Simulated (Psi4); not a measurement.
**triplet SnNH4F: levels of theory compared**

Wanted: a comparison of 3 runs (U-wB97M-V/def2-SVP, U-wB97X/def2-SVP, UCAM-B3LYP/def2-SVP) of triplet SnNH4F. 

The results are computed with Psi4 1.11.

1 further run of the same task is left out (set aside as unsound or not needed).

### 1 Starting point

SnNH4F has 7 atoms, charge 0, and is taken as a triplet. As SMILES of the parent species, `[NH2][SnH2][F]`. The shape is that of a PBE0-D4/def2-TZVP optimisation. This is one conformer, not always the lowest. That shape belongs to the parent species and isn't relaxed for this state.

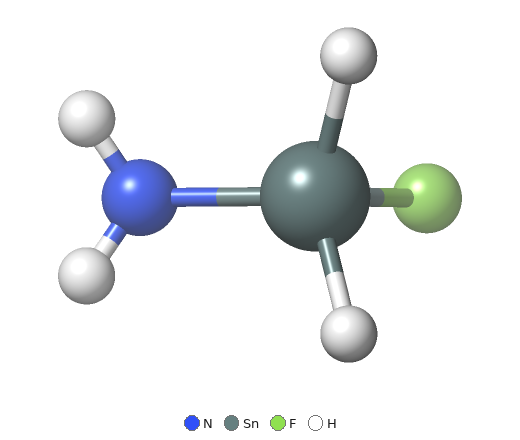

Viewed from a chosen angle; nitrogen blue, tin teal, fluorine green, hydrogen white.

### 2 A single-point energy at U-wB97M-V/def2-SVP (core potential) (run 1)

fh4nsn.py

```python
import psi4

psi4.set_memory(2200000000)
psi4.set_num_threads(1)
psi4.core.set_output_file('psi4.out', False)

m = psi4.geometry("""
0 3
N
Sn 1 1.994971
F 2 1.925569 1 105.17382
H 1 1.008162 2 117.73823 3 112.38089
H 1 1.008049 4 110.28545 2 -139.07396
H 2 1.699426 3 103.84439 1 117.41838
H 2 1.699475 6 119.00439 3 -114.652
symmetry c1
""")

options = {'reference': 'uks', 'puream': True, 'e_convergence': 1e-09, 'd_convergence': 1e-08, 'scf_type': 'pk', 'dft_radial_points': 99, 'dft_spherical_points': 590, 'maxiter': 100}
psi4.set_options(options)

energy_value, wavefunction = psi4.energy('wb97m-v/def2-SVP', return_wfn=True)
print(f'wb97m-v/def2-SVP energy: {energy_value:.10f} Eh')
```

Command:

```sh
$ python fh4nsn.py
```

psi4.out:

```text
[...]
    !!!  WARNING: ECP capability is in beta. Please check occupations closely.  !!!
[...]
  Running in c1 symmetry.
[...]
  Nuclear repulsion =  145.283363463681155
[...]
  Multiplicity = 3
[...]
  Nalpha       = 22
  Nbeta        = 20
[...]
    Number of basis functions: 74
[...]
   @UKS iter   1:  -370.46792482222833   -1.52585e+00   1.12649e-02 ADIIS/DIIS
[...]
   @UKS iter  33:  -370.79640597368905   -8.98126e-12   4.54251e-09 DIIS
[...]
   @S^2 Observed:                2.006567064E+00
[...]
    Orbital Energies [Eh]
    ---------------------
    Alpha Occupied:
       1A    -24.859547     2A    -14.486400     3A     -5.267393
       4A     -3.605425     5A     -3.595812     6A     -3.593101
       7A     -1.248196     8A     -1.167764     9A     -1.166079
      10A     -1.159513    11A     -1.152097    12A     -1.137405
      13A     -0.933437    14A     -0.662533    15A     -0.582567
      16A     -0.521471    17A     -0.511384    18A     -0.503246
      19A     -0.474792    20A     -0.460221    21A     -0.356044
      22A     -0.150449
    Alpha Virtual:
      23A      0.063424    24A      0.077013    25A      0.128336
[...]
  @UKS Final Energy:  -370.79640597368905
   => Energetics <=
    Nuclear Repulsion Energy =            145.2833634636811553
    One-Electron Energy =                -881.9990439351495297
    Two-Electron Energy =                 391.8490240574864742
    DFT Exchange-Correlation Energy =     -26.0942514937228900
    Empirical Dispersion Energy =           0.0000000000000000
    VV10 Nonlocal Energy =                  0.1645019340157744
    Total Energy =                       -370.7964059736890476
[...]
 Multipole Moments:
 ------------------------------------------------------------------------------------
     Multipole            Electronic (a.u.)      Nuclear  (a.u.)        Total (a.u.)
 ------------------------------------------------------------------------------------
 L = 1.  Multiply by 2.5417464519 to convert [e a0] to [Debye]
 Dipole X            :         -0.0076320            0.0048132           -0.0028188
 Dipole Y            :         12.3576885          -11.1984498            1.1592387
 Dipole Z            :         13.2524865          -13.5996154           -0.3471288
 Magnitude           :                                                    1.2100994
[...]
```

The script printed:

```text
wb97m-v/def2-SVP energy: -370.7964059737 Eh
```

Run time: 3.6 min. Hardware: 1 thread of Intel Xeon 6975P-C (Granite Rapids), shared host; peak memory 1.2 GiB.

### 3 Energy and forces at U-wB97X/def2-SVP (core potential) (run 2)

job.inp

```
memory 2200 MB

molecule mol {
  0 3
  N
  Sn 1 R2
  F 2 R3 1 A3
  H 1 R4 2 A4 3 D4
  H 1 R5 4 A5 2 D5
  H 2 R6 3 A6 1 D6
  H 2 R7 6 A7 3 D7

  R2 = 1.994971
  R3 = 1.925569
  A3 = 105.17382
  R4 = 1.008162
  A4 = 117.73823
  D4 = 112.38089
  R5 = 1.008049
  A5 = 110.28545
  D5 = -139.07396
  R6 = 1.699426
  A6 = 103.84439
  D6 = 117.41838
  R7 = 1.699475
  A7 = 119.00439
  D7 = -114.652
  symmetry c1
  no_reorient
  no_com
}

set basis def2-SVP
set reference uks
set puream true
set e_convergence 1e-09
set d_convergence 1e-08
set scf_type pk
set dft_radial_points 99
set dft_spherical_points 590
set maxiter 100

e_tot, wfn = gradient("wb97x", return_wfn=True)
oeprop(wfn, "LOWDIN_CHARGES", "DIPOLE", "MULLIKEN_CHARGES", title="WB97X")
print_variables()
```

Command:

```sh
$ psi4 job.inp job.out -n 1
```

job.out:

```text
[...]
    !!!  WARNING: ECP capability is in beta. Please check occupations closely.  !!!
[...]
  Running in c1 symmetry.
[...]
  Nuclear repulsion =  145.283363463681155
[...]
  Multiplicity = 3
[...]
  Nalpha       = 22
  Nbeta        = 20
[...]
    Number of basis functions: 74
[...]
   @UKS iter   1:  -370.57243200581149   -1.46833e+00   1.13432e-02 ADIIS/DIIS
[...]
   @UKS iter  33:  -370.90562965504557   -2.18847e-11   7.85399e-09 DIIS
[...]
   @S^2 Observed:                2.010024225E+00
[...]
  @UKS Final Energy:  -370.90562965504557
   => Energetics <=
    Nuclear Repulsion Energy =            145.2833634636811553
    One-Electron Energy =                -882.0552075245884680
    Two-Electron Energy =                 391.6897719766747059
    DFT Exchange-Correlation Energy =     -25.8235575708129161
    Empirical Dispersion Energy =           0.0000000000000000
    VV10 Nonlocal Energy =                  0.0000000000000000
    Total Energy =                       -370.9056296550455727
[...]
  -Total Gradient:
     Atom            X                  Y                   Z
    ------   -----------------  -----------------  -----------------
       1        0.000195509307     0.008507951966     0.017499561422
       2       -0.001300855327     0.020272007370     0.039527097194
       3        0.000019221958     0.029374911053    -0.004686310165
       4        0.005357481899    -0.002089439819     0.006436413737
       5       -0.005498878300    -0.002170029697     0.006459177187
       6        0.086921978086    -0.026787108932    -0.032132271043
       7       -0.085697918803    -0.026201368063    -0.031847983373
[...]
 Multipole Moments:
 ------------------------------------------------------------------------------------
     Multipole            Electronic (a.u.)      Nuclear  (a.u.)        Total (a.u.)
 ------------------------------------------------------------------------------------
 L = 1.  Multiply by 2.5417464519 to convert [e a0] to [Debye]
 Dipole X            :         -0.0081740            0.0048132           -0.0033608
 Dipole Y            :         12.3672422          -11.1984498            1.1687924
 Dipole Z            :         13.2502163          -13.5996154           -0.3493991
 Magnitude           :                                                    1.2199044
[...]
```

Wall time 36 s (1 thread of Intel Xeon 6975P-C (Granite Rapids), shared host); peak memory 0.99 GiB.

### 4 Energy and gradient at UCAM-B3LYP/def2-SVP (core potential) (run 3)

job.in

```
memory 2.2 GB

molecule system {
  0 3
  N     -0.824600     0.088300    -0.943000
  Sn     0.497700    -0.065100     0.542900
  F      0.233900    -1.827500     1.272400
  H     -1.584200     0.741400    -0.829600
  H     -0.469500     0.125500    -1.885700
  H      0.113100     0.971100     1.833800
  H      2.094900    -0.101800    -0.036600
  units angstrom
  symmetry c1
  no_reorient
  no_com
}

set globals {
  basis def2-SVP
  reference uks
  puream true
  e_convergence 1e-09
  d_convergence 1e-08
  scf_type pk
  dft_radial_points 99
  dft_spherical_points 590
  maxiter 100
}

gradient("cam-b3lyp")
```

Command:

```sh
$ psi4 job.in job.out -n 1
```

job.out:

```text
[...]
    !!!  WARNING: ECP capability is in beta. Please check occupations closely.  !!!
[...]
  Running in c1 symmetry.
[...]
  Nuclear repulsion =  145.283382765587589
[...]
  Multiplicity = 3
[...]
  Nalpha       = 22
  Nbeta        = 20
[...]
    Number of basis functions: 74
[...]
   @UKS iter   1:  -370.46317114747143   -1.28131e+00   1.23042e-02 DIIS/ADIIS
[...]
   @UKS iter  38:  -370.84648698085607   -5.68434e-12   8.31356e-09 DIIS
[...]
   @S^2 Observed:                2.009426751E+00
[...]
  @UKS Final Energy:  -370.84648698085607
   => Energetics <=
    Nuclear Repulsion Energy =            145.2833827655875893
    One-Electron Energy =                -882.1331086320346913
    Two-Electron Energy =                 392.9011750729086998
    DFT Exchange-Correlation Energy =     -26.8979361873176579
    Empirical Dispersion Energy =           0.0000000000000000
    VV10 Nonlocal Energy =                  0.0000000000000000
    Total Energy =                       -370.8464869808560707
[...]
 Multipole Moments:
 ------------------------------------------------------------------------------------
     Multipole            Electronic (a.u.)      Nuclear  (a.u.)        Total (a.u.)
 ------------------------------------------------------------------------------------
 L = 1.  Multiply by 2.5417464519 to convert [e a0] to [Debye]
 Dipole X            :        -13.8920643           14.0531373            0.1610730
 Dipole Y            :         30.4829025          -29.3387540            1.1441485
 Dipole Z            :        -30.4831777           30.0018589           -0.4813188
 Magnitude           :                                                    1.2516742
[...]
  -Total Gradient:
     Atom            X                  Y                   Z
    ------   -----------------  -----------------  -----------------
       1        0.013674593769     0.005057610575     0.011256842197
       2        0.031396193207     0.019073659164     0.023649707469
       3        0.006860264258     0.030348124206    -0.010124193485
       4        0.008256840234    -0.004915609313     0.001707009947
       5       -0.000366188883    -0.000356942562     0.009854056889
       6        0.025888692505    -0.055032774121    -0.071089220077
       7       -0.085745558937     0.005896258878     0.034665556145
[...]
```

Wall time 42 s (1 thread of Intel Xeon 6975P-C (Granite Rapids), shared host); peak memory 0.99 GiB.

### 5 The series

```csv
run,level,task,energy (Eh),dipole moment (D),HOMO energy (eV),⟨S²⟩,wall time
1,U-wB97M-V/def2-SVP (core potential),energy,-370.796406,3.08,-4.09,2.007,3.6 min
2,U-wB97X/def2-SVP (core potential),gradient,-370.905630,3.10,-4.16,2.010,36 s
3,UCAM-B3LYP/def2-SVP (core potential),gradient,-370.846487,3.18,-3.43,2.009,42 s
```

### 6 What came out

| quantity | value |
| --- | --- |
| run 3: total energy | -370.84649 Eh |
| run 3: dipole moment | 3.18 D |
| run 3: HOMO energy (highest over α and β) | -3.43 eV |
| run 3: ⟨S²⟩ | 2.009 |
| run 3: largest force on an atom | 4.811 eV/Å |

In words: The dipole moment (its size) runs from 3.08 D (U-wB97M-V/def2-SVP) to 3.18 D (UCAM-B3LYP/def2-SVP). Totals of different functionals can't be ranked against each other. All runs together took 4.9 min, the longest 3.6 min.
